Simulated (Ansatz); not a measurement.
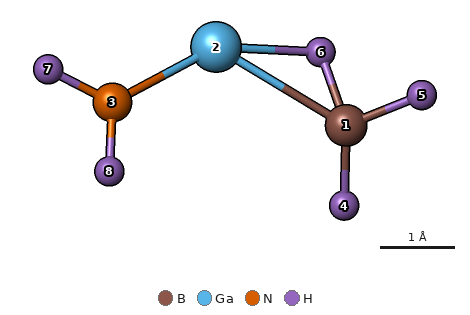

Figure 1. The input geometry (ball-and-stick view, seen at a tilt; atoms are numbered from 1 in the order of the input). Sticks mark near contacts. Bond lengths as drawn: B–Ga 2.09 Å, B–H 1.17 Å, Ga–H 1.58 Å, Ga–N 1.82 Å and H–N 1.01 Å.

**Run report: GaBNH5, geometry relaxation**

GaBNH5, computed with RKS B3LYP-D4/def2-SVP (Ansatz 0.2.0).

It belongs to a series of runs on one base structure; here: end point B relaxed. Figures and captions count atoms from 1; the log counts them from 0 in places.

What the program printed:
```
The last accepted step is kept in [file] (removed where the run ends without a failure and the disk answers)
Engine: ansatz 0.2.0, aarch64-unknown-linux-gnu
Functional definition: B3LYP
  parameter a0 = 0.2
  parameter ax = 0.72
  parameter ac = 0.81
  exchange = (1 - a0 - ax)*slater_x + ax*b88_x + a0*exact_x
  correlation = (1 - ac)*vwn_rpa_c + ac*lyp_c
935 factors; integrals over basis functions are off by at most 3.7e-4 eV
mean field evaluation 1: about -54600.5047 eV, gradient 7.4e1 eV
mean field evaluation 2: about -54555.4148 eV, gradient 1.4e2 eV
mean field evaluation 4: about -54610.4108 eV, gradient 3.3e1 eV
mean field evaluation 8: about -54615.0218 eV, gradient 4.8e-1 eV
mean field evaluation 16: about -54615.0226 eV, gradient 1.3e-4 eV
mean field -54615.02261283 eV, -2007.0650616295 hartree, gradient 1.5e-5 eV, S^2 0.000000; 0 other end points of the search recorded, 0 dependent functions left out
the calculation of the forces begins
reference -54615.02284741 eV, -2007.0650702503 hartree; 24, 24 occupied and 61, 61 virtual orbitals, 935 factors
relax step   1: F+E_penalty+E_count = -54615.21828880 eV  Δ(F+E_penalty+E_count) = +0.000e0 eV  max|allowed force component| = 3.983e0 eV/Å  Δτ_max = 0.0000 Å  (30 SCF iters, accepted)
these checks for a lower state are left out or cut short: starts, cluster_reference, orbital_swaps, neighbouring_geometries, increment
935 factors; integrals over basis functions are off by at most 3.3e-4 eV
mean field -54616.52962155 eV, -2007.1204431786 hartree, gradient 1.5e-5 eV, S^2 0.000000; 0 other end points of the search recorded, 0 dependent functions left out
[... from here on the field's lines of each further geometry are left out, up to the last ...]
relax step   2: F+E_penalty+E_count = -54616.72191559 eV  Δ(F+E_penalty+E_count) = -1.504e0 eV  max|allowed force component| = 2.802e0 eV/Å  Δτ_max = 0.1947 Å  (31 SCF iters, accepted)
relax step   3: F+E_penalty+E_count = -54617.70124215 eV  Δ(F+E_penalty+E_count) = -9.793e-1 eV  max|allowed force component| = 1.780e0 eV/Å  Δτ_max = 0.1948 Å  (32 SCF iters, accepted)
relax step   4: F+E_penalty+E_count = -54618.28064458 eV  Δ(F+E_penalty+E_count) = -5.794e-1 eV  max|allowed force component| = 9.400e-1 eV/Å  Δτ_max = 0.1950 Å  (31 SCF iters, accepted)
relax step   5: F+E_penalty+E_count = -54618.67247585 eV  Δ(F+E_penalty+E_count) = -3.918e-1 eV  max|allowed force component| = 8.414e-1 eV/Å  Δτ_max = 0.1949 Å  (31 SCF iters, accepted)
relax step   6: F+E_penalty+E_count = -54618.85197040 eV  Δ(F+E_penalty+E_count) = -1.795e-1 eV  max|allowed force component| = 6.241e-1 eV/Å  Δτ_max = 0.1998 Å  (29 SCF iters, accepted)
relax step   7: F+E_penalty+E_count = -54618.89744725 eV  Δ(F+E_penalty+E_count) = -4.548e-2 eV  max|allowed force component| = 5.548e-1 eV/Å  Δτ_max = 0.1368 Å  (29 SCF iters, accepted)
relax step   8: F+E_penalty+E_count = -54618.97191449 eV  Δ(F+E_penalty+E_count) = -7.447e-2 eV  max|allowed force component| = 4.354e-1 eV/Å  Δτ_max = 0.1908 Å  (31 SCF iters, accepted)
relax step   9: F+E_penalty+E_count = -54618.98161081 eV  Δ(F+E_penalty+E_count) = -9.696e-3 eV  max|allowed force component| = 5.043e-1 eV/Å  Δτ_max = 0.1663 Å  (29 SCF iters, accepted)
relax step  10: F+E_penalty+E_count = -54618.99039033 eV  Δ(F+E_penalty+E_count) = -8.780e-3 eV  max|allowed force component| = 1.153e-1 eV/Å  Δτ_max = 0.0447 Å  (29 SCF iters, accepted)
relax step  11: F+E_penalty+E_count = -54618.99248077 eV  Δ(F+E_penalty+E_count) = -2.090e-3 eV  max|allowed force component| = 4.508e-2 eV/Å  Δτ_max = 0.0797 Å  (29 SCF iters, accepted)
relax step  12: F+E_penalty+E_count = -54618.99294626 eV  Δ(F+E_penalty+E_count) = -4.655e-4 eV  max|allowed force component| = 6.325e-2 eV/Å  Δτ_max = 0.0333 Å  (29 SCF iters, accepted)
relax step  13: F+E_penalty+E_count = -54618.99320970 eV  Δ(F+E_penalty+E_count) = -2.634e-4 eV  max|allowed force component| = 4.062e-2 eV/Å  Δτ_max = 0.0091 Å  (30 SCF iters, accepted)
relax step  14: F+E_penalty+E_count = -54618.99335542 eV  Δ(F+E_penalty+E_count) = -1.457e-4 eV  max|allowed force component| = 2.920e-2 eV/Å  Δτ_max = 0.0123 Å  (31 SCF iters, accepted)
the calculation of the forces begins
reference -54618.80917971 eV, -2007.2042153956 hartree; 24, 24 occupied and 61, 61 virtual orbitals, 935 factors
relax step  15: F+E_penalty+E_count = -54618.99344000 eV  Δ(F+E_penalty+E_count) = -8.458e-5 eV  max|allowed force component| = 1.417e-2 eV/Å  Δτ_max = 0.0170 Å  (30 SCF iters, accepted)
935 factors; integrals over basis functions are off by at most 3.4e-4 eV
mean field evaluation 128: about -54618.8089 eV, gradient 7.8e-2 eV
```

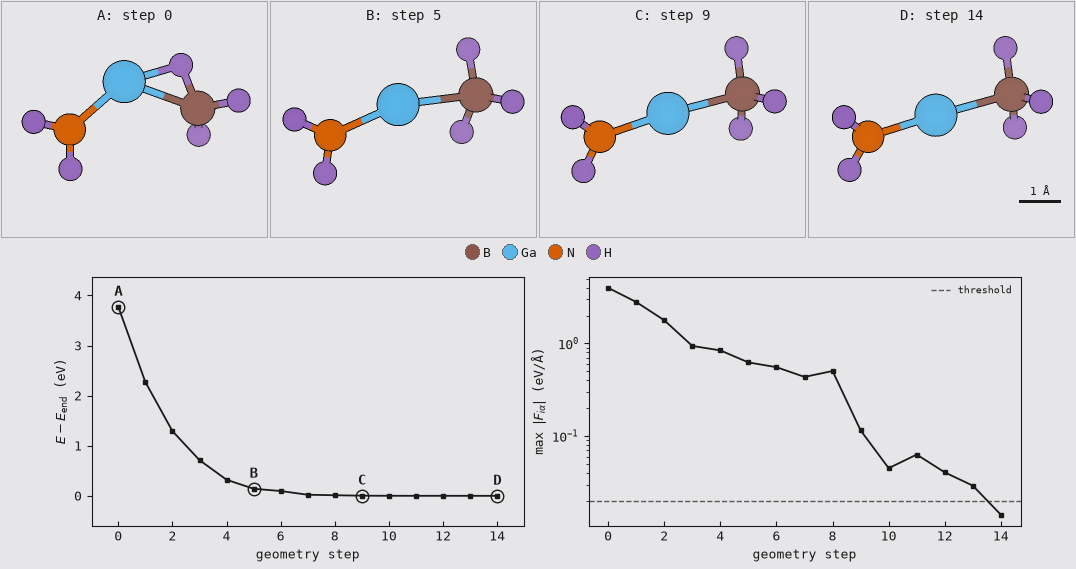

Figure 2. Frames of the relaxation (ball-and-stick view, seen at a tilt) above the curves, on which the letters mark them (the first geometry is step 0 here and step 1 in the log).

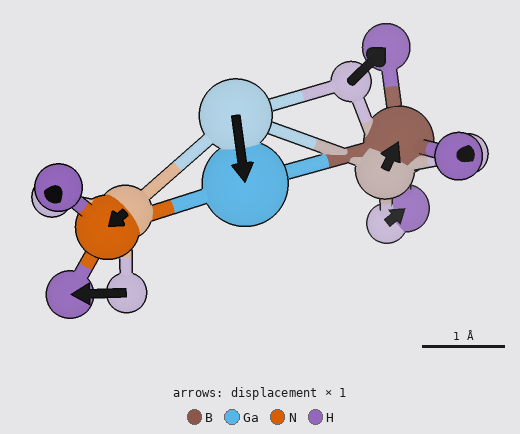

Figure 3. Start (faint) and end (solid) with the displacements as black arrows, at true length (ball-and-stick view, seen at a tilt). The two geometries are laid on each other by the best rigid fit. Over 14 geometry steps the energy falls by 3.775 eV. The largest force component goes from 4 to 0.014 eV/Å. The largest moves after the best rigid fit, 0.85 Å, are those of Ga2 and H6. Largest moves by element: Ga 0.85 Å, H 0.85 Å, B 0.39 Å, N 0.30 Å. Among the contacts that change: Ga2–H6 1.584 → 2.629 Å, B1–H4 1.172 → 1.224 Å, B1–Ga2 2.089 → 2.075 Å, Ga2–N3 1.823 → 1.828 Å. Bonds break: Ga2–H6 (1.58 → 2.63 Å). Among the angles that change: B1–Ga2–N3 119.5° → 174.6°, Ga2–B1–H6 48.7° → 102.8°, H5–B1–H6 95.1° → 117.2°. (Atoms are counted from 1 in the order of the input.)

```
mean field -54618.80892841 eV, -2007.2042061605 hartree, gradient 1.0e-5 eV, S^2 0.000000; 1 other end points of the search recorded, 0 dependent functions left out
the calculation of the forces begins
reference -54618.80917971 eV, -2007.2042153956 hartree; 24, 24 occupied and 61, 61 virtual orbitals, 935 factors
Total energy: -54618.99369130 eV, -2007.2109960715 hartree
Atom 0 at    -1.073788     1.151620    -1.248327 Å, force    -0.004569    -0.010541    -0.009042 eV/Å
Atom 1 at     0.130624    -0.056910    -0.067489 Å, force    -0.000042    -0.000610     0.003796 eV/Å
Atom 2 at     1.144768    -1.253826     0.870523 Å, force    -0.002883    -0.006370    -0.014173 eV/Å
Atom 3 at    -1.136229     0.418720    -2.226997 Å, force     0.000751     0.001443     0.003431 eV/Å
Atom 4 at    -0.431014     2.172061    -1.396931 Å, force     0.005405     0.008425     0.001353 eV/Å
Atom 5 at    -2.099527     1.229783    -0.597437 Å, force    -0.000871     0.000727     0.003027 eV/Å
Atom 6 at     1.376979    -1.166825     1.857151 Å, force     0.003644    -0.001066     0.003413 eV/Å
Atom 7 at     1.553967    -2.098103     0.476067 Å, force    -0.001436     0.007992     0.008195 eV/Å
Dipole moment:     0.566726    -0.593957     0.546992 e Å
```

Trajectory as extended XYZ (Å, eV, eV/Å), 13 of the 15 frames kept, from step=1 to step=15:
```
8
Properties=species:S:1:pos:R:3:forces:R:3 step=1 energy=-54615.21829
B    -0.7766    0.9135   -1.3413   -1.1006   2.1493  -0.9783
Ga   -0.2885    0.2737    0.5860    3.3835  -1.3478   2.9648
N     0.9142   -1.0785    0.8063    0.3767  -0.8137   0.1857
H    -1.0811    0.1245   -2.1524    0.3368  -1.3787   0.1753
H    -0.6902    2.0299   -1.6831    1.0847   0.8149  -0.2921
H    -1.2545    1.1603   -0.3022   -3.9827   0.9107  -2.0014
H     1.2864   -1.4142    1.6876    0.0544   0.0098   0.3774
H     1.3562   -1.6126    0.0657   -0.1529  -0.3446  -0.4313
8
Properties=species:S:1:pos:R:3:forces:R:3 step=2 energy=-54616.72192
B    -0.8634    0.9845   -1.3513   -1.0440   1.2468  -0.7409
Ga   -0.1910    0.3140    0.6176    2.4169  -0.4401   1.1218
N     0.9339   -1.1172    0.8158    0.2700  -0.6016   0.2264
H    -1.0223    0.0666   -2.1204    0.5140  -0.4082   0.5892
H    -0.6094    2.0916   -1.7107    0.7455   0.1769  -0.0865
H    -1.4449    1.1486   -0.3411   -2.8015   0.2879  -1.1608
H     1.3200   -1.4325    1.7008    0.0731  -0.0930   0.1700
H     1.3429   -1.6591    0.0560   -0.1742  -0.1688  -0.1193
8
Properties=species:S:1:pos:R:3:forces:R:3 step=3 energy=-54617.70124
B    -0.9516    1.0444   -1.3647   -0.5287   0.4316  -0.1413
Ga   -0.0569    0.3562    0.6167    1.4182  -0.0440  -0.1402
N     0.9487   -1.1612    0.8310    0.0579  -0.2401   0.3170
H    -0.9721    0.0439   -2.0776    0.3930   0.1489   0.6249
H    -0.5482    2.1189   -1.7201    0.3490  -0.0344  -0.0252
H    -1.6321    1.1442   -0.3948   -1.7798   0.1356  -0.7286
H     1.3342   -1.4602    1.7198    0.1370  -0.2485   0.1232
H     1.3437   -1.6895    0.0562   -0.0467  -0.1492  -0.0298
8
Properties=species:S:1:pos:R:3:forces:R:3 step=5 energy=-54618.67248
B    -1.0566    1.1304   -1.3295    0.0321  -0.0601   0.8414
Ga    0.2103    0.3813    0.4250    0.1318  -0.2583  -0.7733
N     0.9867   -1.2394    0.8721   -0.2034   0.4538   0.1473
H    -0.8873    0.0776   -1.9455    0.0790   0.1771   0.2974
H    -0.5275    2.1469   -1.7102   -0.0778   0.0069  -0.0399
H    -1.9888    1.1989   -0.5393   -0.1733   0.0729  -0.5579
H     1.3398   -1.5171    1.7818    0.0867  -0.1966   0.0270
H     1.3891   -1.7821    0.1122    0.1248  -0.1956   0.0580
8
Properties=species:S:1:pos:R:3:forces:R:3 step=6 energy=-54618.85197
B    -1.0859    1.1791   -1.3023    0.0611  -0.0717   0.6241
Ga    0.2782    0.2935    0.2637   -0.1121  -0.2195  -0.4489
N     1.1212   -1.2367    0.8924    0.0172  -0.0577   0.1145
H    -0.9481    0.1494   -1.9535    0.0566   0.0425   0.0807
H    -0.5857    2.2030   -1.6996    0.0882  -0.0150  -0.0334
H    -2.0887    1.2698   -0.6130    0.0500  -0.0567  -0.1668
H     1.2849   -1.5421    1.8621   -0.0638   0.1625  -0.5442
H     1.4898   -1.9194    0.2167   -0.0972   0.2156   0.3740
8
Properties=species:S:1:pos:R:3:forces:R:3 step=7 energy=-54618.89745
B    -1.1034    1.2057   -1.2809    0.2251  -0.1562   0.5548
Ga    0.2870    0.2255    0.1454   -0.2123  -0.0601  -0.0228
N     1.1015   -1.2718    0.8864    0.1057  -0.0642  -0.1518
H    -0.9483    0.1796   -1.9327   -0.0811   0.0219  -0.1541
H    -0.5777    2.2231   -1.6707    0.0272  -0.0634  -0.0357
H    -2.1363    1.2881   -0.6319    0.1939  -0.0787  -0.0944
H     1.2918   -1.4848    1.8727   -0.0978   0.1680  -0.3928
H     1.5512   -1.9690    0.2782   -0.1606   0.2327   0.2968
8
Properties=species:S:1:pos:R:3:forces:R:3 step=8 energy=-54618.97191
B    -1.0743    1.1761   -1.2426    0.1704   0.0730   0.0638
Ga    0.1817    0.1331    0.0659    0.2169  -0.4354   0.0180
N     1.1026   -1.2612    0.8620   -0.0985   0.2277   0.0013
H    -1.0199    0.2795   -2.0787    0.0044  -0.0660   0.0219
H    -0.4960    2.2011   -1.5487   -0.1229  -0.0303   0.0628
H    -2.1063    1.2268   -0.6056   -0.0530   0.0824  -0.0455
H     1.3473   -1.3183    1.8496   -0.0610   0.0834  -0.0346
H     1.5307   -2.0405    0.3646   -0.0563   0.0653  -0.0877
8
Properties=species:S:1:pos:R:3:forces:R:3 step=9 energy=-54618.98161
B    -1.0689    1.1687   -1.2415    0.0043  -0.1528   0.0280
Ga    0.1738   -0.0096   -0.0191   -0.3934   0.5043  -0.3051
N     1.1336   -1.2588    0.8684    0.3097  -0.4102   0.2248
H    -1.1009    0.3499   -2.1594    0.0021   0.0633   0.0349
H    -0.4791    2.2032   -1.4735    0.0739  -0.0312   0.0176
H    -2.1064    1.2564   -0.6074    0.0642  -0.0550   0.0209
H     1.3426   -1.2428    1.8646   -0.0290   0.0427  -0.0128
H     1.5711   -2.0704    0.4346   -0.0319   0.0388  -0.0083
8
Properties=species:S:1:pos:R:3:forces:R:3 step=10 energy=-54618.99039
B    -1.0636    1.1638   -1.2341   -0.0890  -0.1064   0.0242
Ga    0.1632    0.0332   -0.0121   -0.0115   0.0029   0.0001
N     1.1313   -1.2471    0.8567    0.0817  -0.1058   0.0976
H    -1.0703    0.3309   -2.1372   -0.0129   0.0193  -0.0071
H    -0.4737    2.1899   -1.4719    0.0602   0.1153  -0.0310
H    -2.1028    1.2367   -0.6034    0.0219  -0.0017  -0.0173
H     1.3417   -1.2418    1.8535   -0.0232   0.0317  -0.0538
H     1.5400   -2.0692    0.4152   -0.0271   0.0448  -0.0127
8
Properties=species:S:1:pos:R:3:forces:R:3 step=11 energy=-54618.99248
B    -1.0709    1.1574   -1.2436    0.0184   0.0451  -0.0002
Ga    0.1530   -0.0104   -0.0340   -0.0308  -0.0008  -0.0331
N     1.1420   -1.2548    0.8692   -0.0111   0.0152   0.0000
H    -1.1170    0.3742   -2.1852    0.0110  -0.0112   0.0063
H    -0.4520    2.1851   -1.4461   -0.0190  -0.0415   0.0183
H    -2.1012    1.2415   -0.5998    0.0216  -0.0052   0.0062
H     1.3490   -1.2200    1.8646    0.0047   0.0022   0.0027
H     1.5629   -2.0764    0.4415    0.0053  -0.0038  -0.0002
8
Properties=species:S:1:pos:R:3:forces:R:3 step=13 energy=-54618.99321
B    -1.0717    1.1540   -1.2458    0.0108  -0.0009  -0.0406
Ga    0.1392   -0.0380   -0.0558   -0.0049  -0.0019  -0.0003
N     1.1404   -1.2552    0.8697   -0.0007   0.0015  -0.0005
H    -1.1284    0.3968   -2.2100    0.0044   0.0341   0.0368
H    -0.4386    2.1788   -1.4161   -0.0152  -0.0295   0.0017
H    -2.0980    1.2343   -0.5960    0.0016  -0.0016   0.0012
H     1.3635   -1.1866    1.8601    0.0032  -0.0069  -0.0116
H     1.5594   -2.0875    0.4603    0.0007   0.0052   0.0133
8
Properties=species:S:1:pos:R:3:forces:R:3 step=14 energy=-54618.99335
B    -1.0721    1.1530   -1.2461   -0.0098  -0.0071  -0.0241
Ga    0.1349   -0.0455   -0.0594    0.0024  -0.0101   0.0057
N     1.1386   -1.2571    0.8712   -0.0065   0.0035  -0.0292
H    -1.1309    0.4067   -2.2162    0.0042   0.0066   0.0130
H    -0.4355    2.1751   -1.4087    0.0040   0.0037   0.0035
H    -2.0995    1.2329   -0.5982    0.0016   0.0002   0.0059
H     1.3718   -1.1777    1.8580    0.0062  -0.0024   0.0158
H     1.5585   -2.0910    0.4661   -0.0020   0.0056   0.0094
8
Properties=species:S:1:pos:R:3:forces:R:3 step=15 energy=-54618.99344
B    -1.0738    1.1516   -1.2483   -0.0046  -0.0105  -0.0090
Ga    0.1306   -0.0569   -0.0675    0.0000  -0.0006   0.0038
N     1.1448   -1.2538    0.8705   -0.0029  -0.0064  -0.0142
H    -1.1362    0.4187   -2.2270    0.0008   0.0014   0.0034
H    -0.4310    2.1721   -1.3969    0.0054   0.0084   0.0014
H    -2.0995    1.2298   -0.5974   -0.0009   0.0007   0.0030
H     1.3770   -1.1668    1.8572    0.0036  -0.0011   0.0034
H     1.5540   -2.0981    0.4761   -0.0014   0.0080   0.0082
```

The run was set up as follows.

Input:
```yaml
crystal:
  periodic: [false, false, false]
  atoms:
    - { symbol: B, position_ang: [-0.77665, 0.91352, -1.34133] }
    - { symbol: Ga, position_ang: [-0.28848, 0.27369, 0.58598] }
    - { symbol: "N", position_ang: [0.9142, -1.07854, 0.80628] }
    - { symbol: H, position_ang: [-1.08114, 0.12455, -2.15236] }
    - { symbol: H, position_ang: [-0.69023, 2.02985, -1.68307] }
    - { symbol: H, position_ang: [-1.25445, 1.16026, -0.30223] }
    - { symbol: H, position_ang: [1.28635, -1.41424, 1.68763] }
    - { symbol: H, position_ang: [1.35618, -1.61257, 0.06566] }
basis:
  gaussian: { orbitals: def2-SVP }
hamiltonian:
  xc: b3lyp
  dispersion: d4
relax:
  f_tol: 0.02
  max_steps: 50
```

Launched with:
```bash
ansatz run input.yaml --threads 2 --pin off --max-ram 3072MiB --backend cpu --events-out ev --progress --plain --runs-dir out
```

Key numbers:

| quantity | value |
| --- | --- |
| outcome | converged |
| total energy | −54618.9937 eV |
| mean-field energy | −54618.8092 eV |
| largest force (length of the vector) at the end | 0.016 eV/Å |
| hardware | 2 threads of Arm Neoverse V1, 24 GiB of memory available, shared host |
| wall time | 30 s (CPU time 57 s) |
| peak memory | 0.17 GiB |
